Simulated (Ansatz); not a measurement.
BClH5NOSi

The calculation's input:

```
crystal:
  periodic: [false, false, false]
  atoms:
    - { symbol: "N", position_ang: [-1.2243, -0.8565, -1.1231] }
    - { symbol: Si, position_ang: [-0.2622, -0.8293, 0.3385] }
    - { symbol: Cl, position_ang: [1.3371, -2.1091, 0.0389] }
    - { symbol: B, position_ang: [0.4674, 0.9756, 0.7026] }
    - { symbol: O, position_ang: [1.2162, 1.6524, -0.2987] }
    - { symbol: H, position_ang: [-0.6842, -0.4068, -1.9064] }
    - { symbol: H, position_ang: [-2.0159, -0.124, -0.9627] }
    - { symbol: H, position_ang: [-1.0202, -1.2802, 1.4727] }
    - { symbol: H, position_ang: [0.1218, 1.5121, 1.7672] }
    - { symbol: H, position_ang: [2.1474, 1.4146, -0.0263] }
basis:
  gaussian: { orbitals: "6-31G*" }
hamiltonian:
  xc: pbe
relax:
  f_tol: 0.02
  max_steps: 50
output:
  orbitals: {}
```

Run with:

```sh
ansatz run input.yaml --threads 2 --pin off --max-ram 3072MiB --backend cpu --events-out ev --progress --plain --runs-dir out
```

The fields are those of the relaxed geometry.

Computed with Ansatz, RKS PBE/6-31G*.

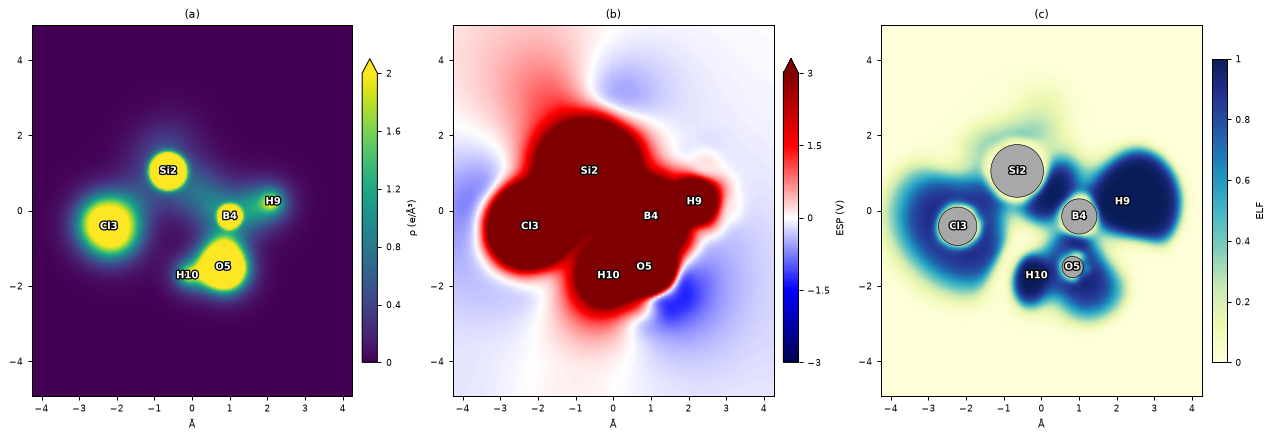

Figure 1. (a) electron density; (b) molecular electrostatic potential; (c) electron localisation function on the plane of atoms Cl3, Si2 and B4. Grey discs cover the atomic cores in the ELF map.

Q: Interpret the plot.

A: Atoms in the plane: Si, Cl, B, O and H.
B–O (1.36 Å): the density is about 2.1 e/Å³ at the midpoint; the ELF peaks at about 0.95 between the atoms, as expected for a shared but strongly polarised pair.
Si–B (2.04 Å): ρ at the midpoint is about 0.79 e/Å³; the ELF peaks at about 1 between the atoms, as expected for a shared electron pair.
Si–Cl (2.16 Å): ρ is about 0.72 e/Å³ halfway; the ELF peaks at about 0.85 between the atoms (a polar covalent bond).
O–H (0.99 Å): ρ at the midpoint is about 3.5 e/Å³; the ELF climbs to about 1 towards the hydrogen, as it does in any bond to H; a covalent bond by its length.
B–H (1.21 Å): ρ at the midpoint is about 1.2 e/Å³; the ELF climbs to about 1 towards the hydrogen (an ordinary covalent bond to hydrogen).
The ELF also peaks beside O5 and Cl3, away from the bonds: lone-pair regions.
Outside the dense part of the molecule the potential is most negative (−1.3 V) near O5.

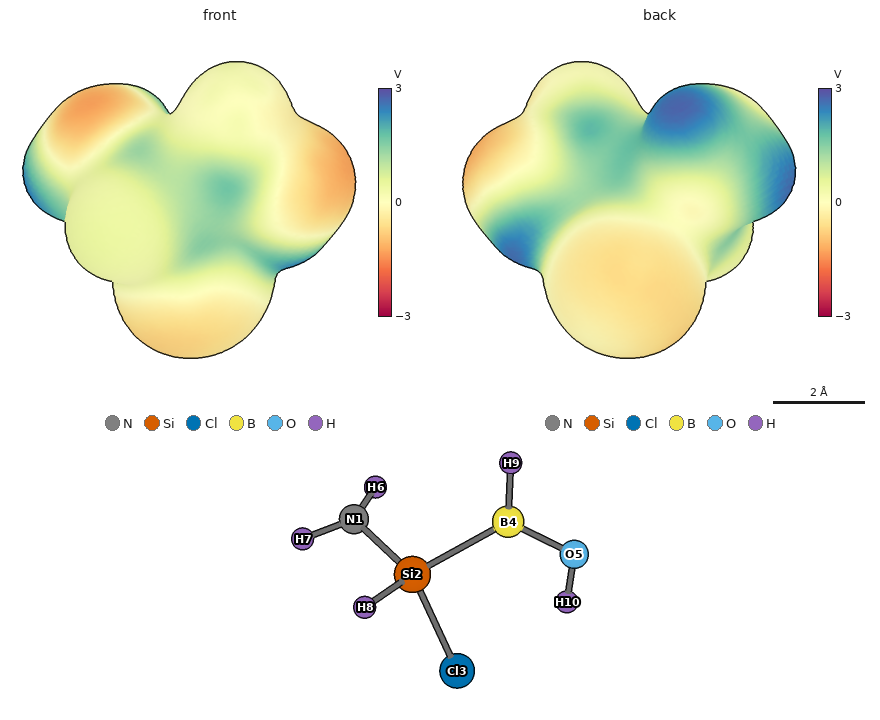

Figure 2. The electrostatic potential painted on the density surface at 0.004 e/bohr³, seen from the front and from behind; the colour scale runs from red (negative) to blue (positive). The bare structure is drawn below in the same view.

Q: Where is the surface potential most negative and most positive?

A: The most negative region (about −1.2 V, or −28 kcal/mol for a unit charge) lies over N1 and O5, the most positive (about +2.7 V, or +62 kcal/mol for a unit charge) over H6, H7 and H10.

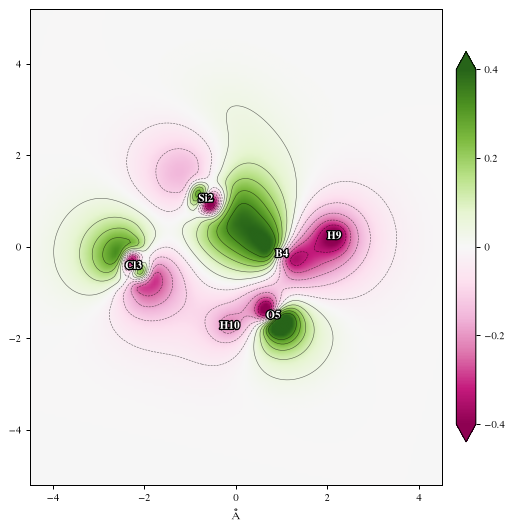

Figure 3. The HOMO−1 on the plane of atoms Si2, B4 and O5 (values in Å⁻³ᐟ²; the overall sign is arbitrary).

Q: Where does this orbital lie, and at what energy?

A: It lies mainly on Si2 (about 20 %), B4 (about 20 %), N1 (about 20 %), Cl3 (about 15 %), O5 (about 10 %) and H9 (about 10 %). Its energy is −6.61 eV.
